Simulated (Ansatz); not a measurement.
C3H6OSi

```csv
atom,x (Å),y (Å),z (Å)
Si,-1.8651,0.5945,-0.1317
C,-0.0733,0.0446,-0.0361
C,0.7153,-0.7477,0.7246
C,1.8553,-0.3561,-0.1817
O,0.9113,0.4698,-0.9324
H,-1.9569,2.0756,0.0044
H,-2.4583,0.1922,-1.4382
H,-2.5955,-0.0665,0.9858
H,0.5884,-1.3828,1.5975
H,2.2855,-1.1428,-0.8240
H,2.6587,0.2623,0.2526
```

Level of theory: RKS B3LYP-D4/def2-SVP (Ansatz).

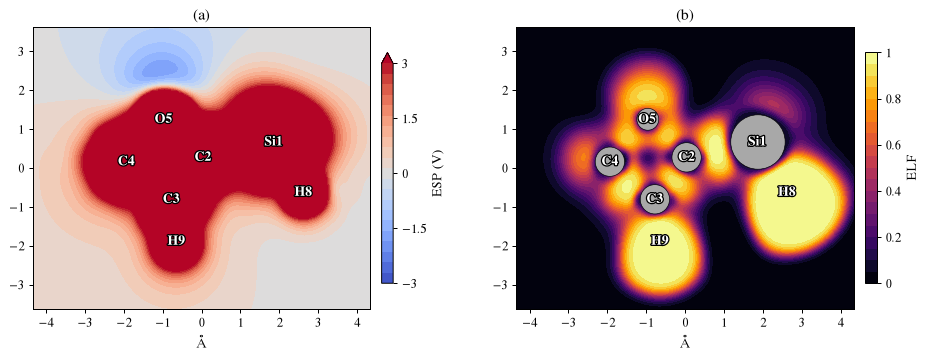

Figure 1. (a) molecular electrostatic potential; (b) electron localisation function on the plane of atoms C2, C3 and C4. Grey discs cover the atomic cores in the ELF map.

Interpret the plot.

The section cuts through Si, C, O and H sites.
C–C (1.35 Å): the ELF peaks at about 0.90 between the atoms (localised, covalent bonding).
C–O (1.40 Å): the ELF peaks at about 0.90 between the atoms; a shared but strongly polarised pair.
C–Si (1.88 Å): the ELF peaks at about 1 between the atoms: a shared electron pair.
C–H (1.09 Å): the ELF climbs to about 1 towards the hydrogen, as it does in any bond to H; a covalent bond by its length.
C–O (1.46 Å): the ELF peaks at about 0.90 between the atoms: a polar covalent bond.
The ELF also peaks beside O5, away from the bonds: lone-pair regions.
Outside the dense part of the molecule the potential is most negative (−1.8 V) near O5.

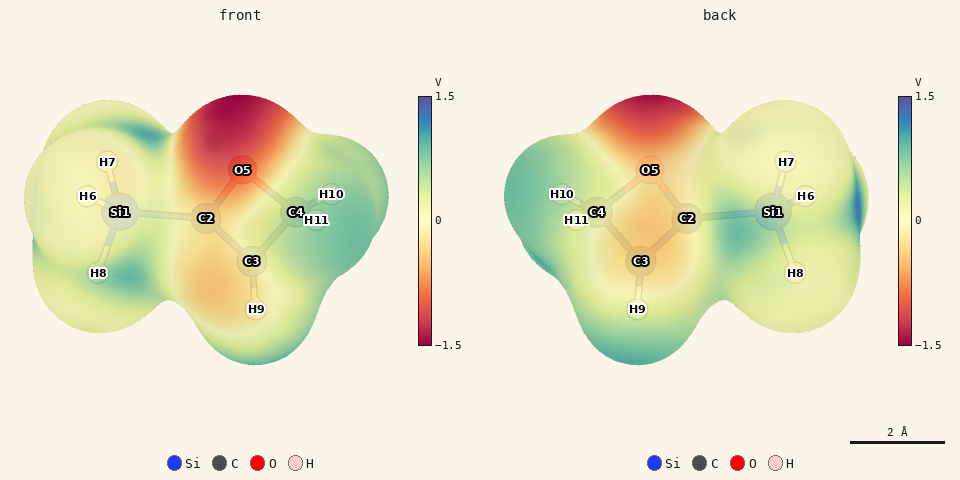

Figure 2. The molecular electrostatic potential painted on the density surface at 0.002 e/bohr³, seen from the front and from behind; the colour scale runs from red (negative) to blue (positive).

Which sites attract a positive test charge, and which a negative one?

A positive charge is drawn to the negative regions and a negative charge to the positive ones. The most negative region (about −1.5 V) lies over O5, the most positive (about +1.2 V) over Si1. O5 is the likeliest acceptor of a hydrogen bond.

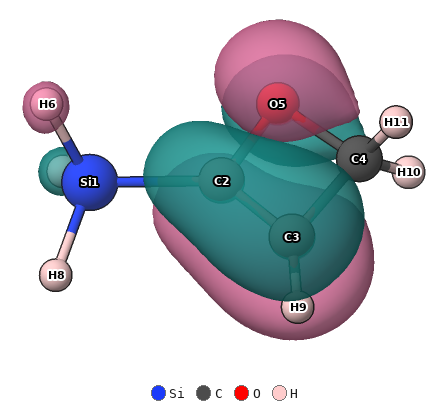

Figure 3. The HOMO at ±0.08 Å⁻³ᐟ² (teal and pink are the two phases), seen at a tilt.

Where does this orbital lie, and at what energy?

Its weight (Hirshfeld) is mainly on C3 (about 35 %), O5 (about 30 %) and C2 (about 20 %). Its energy is −6.34 eV.
